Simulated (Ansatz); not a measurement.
Cost and result by functional for the surface energy of the (100) surface of polar orthorhombic HfO2 (a metastable polymorph) in its 1x1 cell (cut with top plane Hf, bottom plane Hf), outermost plane spacing 0.54 Å in the ideal cut (in the relaxation 4 Hf–O bonds broke; O ended outermost), in Ansatz (plane waves, PAW). Single points on the PBE structure, on one kind of machine; costs are rough ratios of the slab run's core time (references not counted) to the cheapest single point. r2SCAN's cost holds its higher cutoff (500 against 420 eV). Differences are taken against r2SCAN for comparison alone: no measured value is at hand, so the table doesn't rank accuracy.

Model: 30-atom slab, Hf10O20, 12.9 Å thick at the start, 5x5x1 mesh, Fermi-Dirac 0.025 eV, dipole correction, all atoms relaxed; symmetry of the start imposed; no spin, no spin-orbit, no U. These notes are the PBE run's.

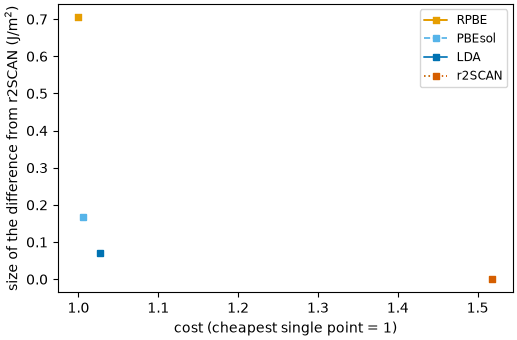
Difference from r2SCAN against cost

| functional | relative cost | surface energy (J/m²) | less r2SCAN (J/m²) |
|---|---|---|---|
| RPBE | 1 | 2.11 | -0.71 |
| PBEsol | 1 | 2.65 | -0.17 |
| LDA | 1 | 2.89 | 0.07 |
| r2SCAN | 2 | 2.82 | 0.00 |
| PBE (the relaxed run's value) | – | 2.41 | -0.41 |

The values span 0.78 J/m², while the single points' costs differ by a factor of roughly 2. Differences are of unrounded values.

Ansatz is a first-principles code.
